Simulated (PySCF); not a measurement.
C3H9ClSi, SMILES `C[Si](C)(C)Cl`.

PySCF calculation, r2SCAN/def2-SVP, gas phase; geometry: GFN2-xTB. No frequency check shows the geometry to be a minimum. GFN2-xTB bond lengths at metals and heavier atoms can be off by up to 0.1 Å and shapes distorted, which carries into these values.

Input script:

```python
import numpy as np
from pyscf import gto, scf, dft, lo
from pyscf.data.elements import chemcore

def solve(mol, dm0=None, hcore=None):
    mf = (dft.UKS if mol.spin else dft.RKS)(mol, xc='r2scan')
    mf.grids.level = 3
    mf = mf.density_fit(auxbasis='def2-universal-jkfit')
    mf.conv_tol, mf.max_cycle = 1e-8, 80
    if hcore is not None:
        mf.get_hcore = lambda *args: hcore
    mf.kernel(dm0)
    if not mf.converged:
        mf = mf.newton().run(mf.mo_coeff, mf.mo_occ, max_cycle=30)
    assert mf.converged, 'SCF not converged'
    return mf

mol = gto.M(atom='''
C     -0.89783    -1.35147     1.20348
Si    -0.30289     0.00039     0.00009
C     -0.90323    -0.36398    -1.76967
C     -0.89474     1.71959     0.56975
Cl     1.74174    -0.00221    -0.00212
H     -1.98177    -1.39565     1.24090
H     -0.53946    -1.16997     2.21181
H     -0.55045    -2.33071     0.90234
H     -0.54001    -1.32932    -2.11971
H     -1.98734    -0.37817    -1.82253
H     -0.54797     0.38509    -2.47022
H     -1.97859     1.77566     0.59041
H     -0.53289     1.94879     1.57232
H     -0.53591     2.50156    -0.09195
''', basis='def2-svp', charge=0, spin=0, verbose=4)
mf = solve(mol)
occ_all = mf.mo_coeff[:, mf.mo_occ > 0]
occ = occ_all[:, chemcore(mol):]
loc = lo.ibo.ibo(mol, occ, iaos=lo.iao.iao(mol, occ_all))
fock, s = mf.get_fock(), mf.get_ovlp()
ortho = lo.orth_ao(mol, 'meta_lowdin')
ortho = lo.vec_lowdin(lo.iao.iao(mol, occ_all), s)
labels = lo.iao.reference_mol(mol).ao_labels(fmt=None)
vir = lo.vvo.livvo(mol, occ_all, mf.mo_coeff[:, mf.mo_occ == 0])
both = np.hstack([loc, vir])
p = (ortho.T @ s @ both) ** 2
pop = np.array([p[[l[0] == a for l in labels]].sum(0) for a in range(mol.natm)])
spd = np.array([[p[[l[0] == a and l[2][-1] == k for l in labels]].sum(0) for k in 'spd'] for a in range(mol.natm)])
eps = np.einsum('pi,pq,qi->i', both, fock, both)
for i in np.argsort(eps):
    top = np.argsort(-pop[:, i])[:3]
    print('%3d %s %9.4f Eh ' % (i + 1, 'occ' if i < loc.shape[1] else 'vir', eps[i]), '  '.join('%s%d %.3f' % (mol.atom_symbol(a), a + 1, pop[a, i]) for a in top))
np.savez('result.npz', c=both, nocc=loc.shape[1], pop=pop, spd=spd, eps=eps, e=mf.e_tot)
```

Launched as:

```sh
OMP_NUM_THREADS=1 python input.py
```

The run took 30 s on 1 thread of Intel(R) Xeon(R) Platinum 8259CL CPU @ 2.50GHz (Skylake/Cascade Lake), on a shared host, peak memory 0.52 GiB.

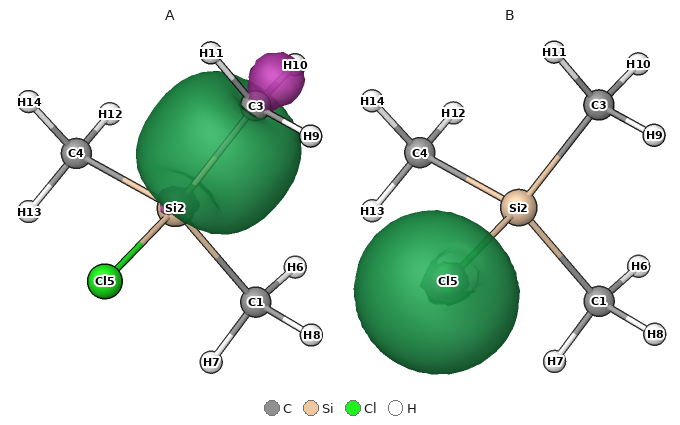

Intrinsic bond orbitals (IBO), occupied; each surface holds about 80 % of the orbital's density. Energies are diagonal elements of the Fock matrix.

Question: Identify each orbital.

Answer: By panel:
- A: σ bond C3–Si2 (C3 64 %, Si2 36 %; −10.7 eV)
- B: lone pair on Cl5 (sp0.4-type) (Cl5 100 %; −16.0 eV)

Question: How do all the valence pairs divide up?

Answer: 16 pairs: 13 σ bonds and 3 lone pairs.
